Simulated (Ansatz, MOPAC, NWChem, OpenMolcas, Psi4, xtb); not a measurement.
**InCNClF (SMILES N#[C][In]([F])[Cl]): the HOMO–LUMO gap, rung by rung**

InCNClF has 5 atoms, charge 0, and is taken as a singlet. SMILES: `N#[C][In]([F])[Cl]`. The coordinates come from a PBE0-D4/def2-TZVP relaxation.

```xyz
5

N    -1.3926    1.4514    1.6488
C    -0.7819    0.7844    0.9349
In    0.3304   -0.3896   -0.3764
F     0.4344   -2.2809   -0.0397
Cl    1.4597    0.3610   -2.2091
```

Each level gives the HOMO–LUMO gap (eV). The values are calculated.

```json
{"level": "PM6", "kind": "semi-empirical", "program": "MOPAC", "value (eV)": "10.24", "CPU time": "under 2 s"}
{"level": "GFN0-xTB", "kind": "semi-empirical", "program": "xtb", "value (eV)": "4.00", "CPU time": "under 2 s"}
{"level": "HF/def2-SVP (density fitting, core potential)", "kind": "Hartree–Fock", "program": "Psi4", "value (eV)": "13.44", "CPU time": "5 s"}
{"level": "SVWN5/def2-SVP (core potential)", "kind": "LDA", "program": "OpenMolcas", "value (eV)": "4.63", "CPU time": "15 s"}
{"level": "PBE/def2-SVP (core potential)", "kind": "GGA", "program": "NWChem", "value (eV)": "4.78", "CPU time": "37 s"}
{"level": "TPSS/def2-SVP (core potential)", "kind": "meta-GGA", "program": "OpenMolcas", "value (eV)": "5.06", "CPU time": "28 s"}
{"level": "B3LYP/def2-SVP (core potential)", "kind": "global hybrid", "program": "NWChem", "value (eV)": "6.55", "CPU time": "35 s"}
{"level": "BHLYP/def2-SVP (core potential)", "kind": "global hybrid", "program": "Ansatz", "value (eV)": "9.23", "CPU time": "16 s"}
{"level": "CAM-B3LYP/def2-SVP (core potential)", "kind": "range-separated hybrid", "program": "Ansatz", "value (eV)": "9.48", "CPU time": "16 s"}
{"level": "PBE-QIDH/def2-SVP (core potential)", "kind": "double hybrid", "program": "Ansatz", "value (eV)": "11.07", "CPU time": "22 s"}
```

The values span 4.00 to 13.44 eV. Orbital gaps aren't excitation energies, and those of double hybrids come from the SCF part alone; they tend to grow with the share of exact exchange. Times are those of the runs behind each value, whatever else they computed, on shared processors of several kinds: orders of magnitude only.

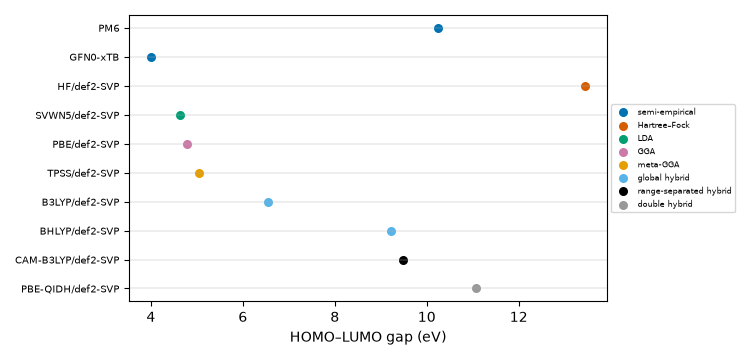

The values of the table, level by level.
